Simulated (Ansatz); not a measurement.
**Dissociation curves of SiH2 (SMILES [H][Si][H])**

SiH2 has 3 atoms, charge 0, and is taken as a singlet. SMILES: `[H][Si][H]`. Geometry: relaxed at GFN2-xTB.

```
atom    x (Å)    y (Å)    z (Å)
  Si   0.0052  -0.0082  -0.6557
   H   1.1102  -0.0200   0.3374
   H  -1.1155   0.0282   0.3183
```

The Si1–H3 distance is scanned; the parts on either side stay rigid. Basis 3-21G, 5 core orbitals frozen in the correlated methods; program Ansatz 0.2.0. FCI is exact within this basis and core. Energies in eV from each method's value at 1.485 Å; methods without a U are spin-restricted. The shape above is that at 1.485 Å.

| distance (Å) | SVWN5 | PBE | RPA@PBE | CCSDTQ | FCI |
| --- | --- | --- | --- | --- | --- |
| 1.485 | 0.00 | 0.00 | 0.00 | 0.00 | 0.00 |
| 1.856 | 0.30 | 0.31 | 0.30 | 0.31 | 0.31 |
| 2.228 | 1.18 | 1.18 | 1.08 | 1.09 | 1.09 |
| 2.970 | 2.80 | 2.76 | 2.40 | 2.24 | 2.24 |
| 3.713 | 3.78 | 3.71 | 3.01 | 2.61 | 2.61 |

Departure from the FCI curve at its largest: SVWN5 +1.18 eV at 3.71 Å; PBE +1.10 eV at 3.71 Å; RPA@PBE +0.40 eV at 3.71 Å; CCSDTQ within 0.005 eV. Functionals converge differently with the basis, so for them the departure isn't an error alone.

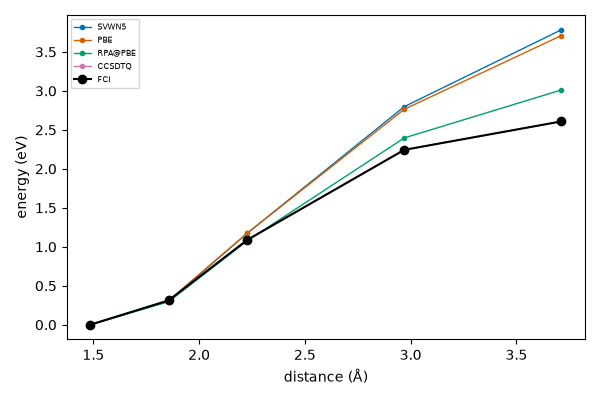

The curves of the table.
